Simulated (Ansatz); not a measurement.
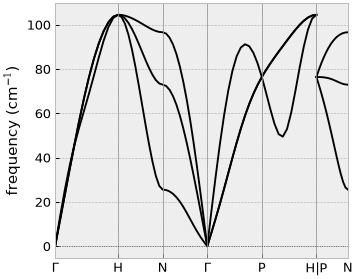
*Phonon dispersion of Sr (bcc (W type), Im-3m), DFT-r²SCAN in the program Ansatz with PAW potentials; imaginary frequencies are drawn negative*

Question: Is this phase dynamically stable?

Answer: Yes, on this path no branch is imaginary.

Question: How high does the spectrum reach?

Answer: About 100 cm⁻¹ (3.1 THz).

This is a known high-temperature phase of the composition, computed here at zero pressure and temperature. The r²SCAN relaxation kept the symmetry of its start. As this level gives no gap, phonon frequencies hold no LO–TO term and depend on the k-mesh and smearing (Fermi–Dirac, 0.1 eV here).

Potentials: the later of the program's two PAW sets.
